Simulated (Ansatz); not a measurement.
Input

```
crystal:
  lattice:
    - [4.0969288892, 0.0, 0.0]
    - [-2.0484644446, 3.5480444956, 0.0]
    - [0.0, 0.0, 13.4364866635]
  atoms:
    - { symbol: "N", position: [0.6666666667, 0.3333333333, -0.0035708169] }
    - { symbol: Sb, position: [0.6666666667, 0.3333333333, 0.4987015721] }
    - { symbol: Sb, position: [0.3333333333, 0.6666666667, 0.7698891764] }
    - { symbol: Sb, position: [0.3333333333, 0.6666666667, 0.2273396028] }
    - { symbol: Ga, position: [0.6666666667, 0.3333333333, 0.8535054877] }
    - { symbol: Ga, position: [0.6666666667, 0.3333333333, 0.3015580156] }
    - { symbol: Ga, position: [0.3333333333, 0.6666666667, 0.5747586725] }
    - { symbol: Ga, position: [0.3333333333, 0.6666666667, 0.02781829] }
kpoints:
  mp_grid: { grid: [12, 12, 2] }
  band_path:
    path:
      - [0.0, 0.0, 0.0]
      - [0.5, 0.0, 0.0]
      - [0.3333333333, 0.3333333333, 0.0]
      - [0.0, 0.0, 0.5]
      - [0.5, 0.0, 0.5]
      - [0.3333333333, 0.3333333333, 0.5]
      - [0.1, 0.1, 0.0]
    npoints: 1
hamiltonian:
  xc: pbe
scf:
  occupations: { method: fermi_dirac, width: 0.02 }
  n_extra_bands: 12
magnetization:
  noncollinear: true
  spin_orbit: true
output:
  forces: true
  stress: true
  eigenvalues: true
  write_density: true
  write_potential: true
  elf: true
  volumetric_format: npy
```

Command:

```sh
ansatz run input.yaml --threads 4 --pin off --max-ram 6451MiB --backend cpu --events-out ev --progress --plain --runs-dir out
```

Below, planes, directions and counts refer to the conventional cell (a = 4.10 Å, b = 4.10 Å, c = 13.44 Å, α = 90.00°, β = 90.00°, γ = 120.00°).

Space group P3m1; started from the ordered alloy on wurtzite lattice prototype, which need not be the ambient phase; computed pressure about 2 GPa in this cell.

All numbers below come from DFT, PBE with spin-orbit coupling, plane waves, PAW in Ansatz.

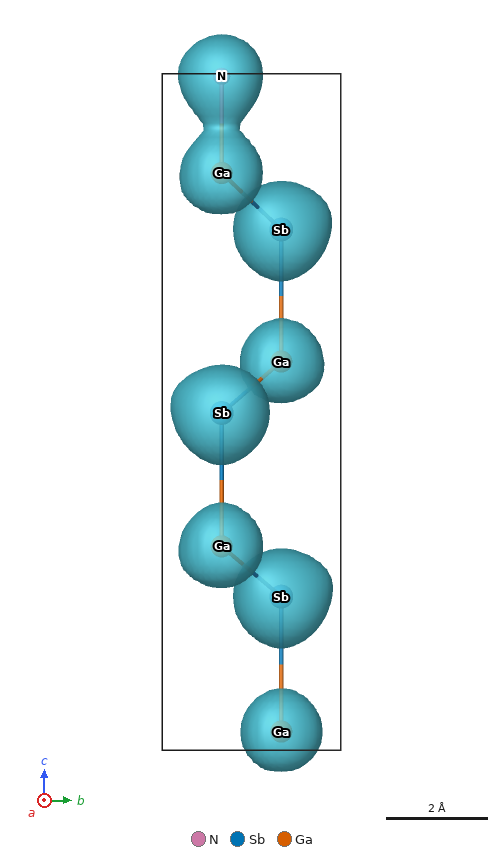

Ga$_{4}$Sb$_{3}$N. Isosurface of the valence pseudo-density at 0.6 e/Å³ (cyan), seen along the a axis. Sticks mark near contacts.

In a PAW calculation such maps are meaningful between the atoms, not at the nuclei.

How is the density connected at this value?

At this value the density breaks into separate islands; it holds about 75 % of the electrons treated as valence (semicore included). It bridges the sampled Ga–N (1.92 Å) contacts, where the density stays above the isovalue. It is pinched off along the sampled Ga–Sb (2.57 Å), Ga–Sb (2.62 Å) and Ga–Sb (2.68 Å) contacts. On the grid the lowest density along these lines, outside the cores, is 0.78 e/Å³ (Ga–N, 1.92 Å), 0.45 e/Å³ (Ga–Sb, 2.57 Å), 0.41 e/Å³ (Ga–Sb, 2.62 Å) and 0.38 e/Å³ (Ga–Sb, 2.68 Å).
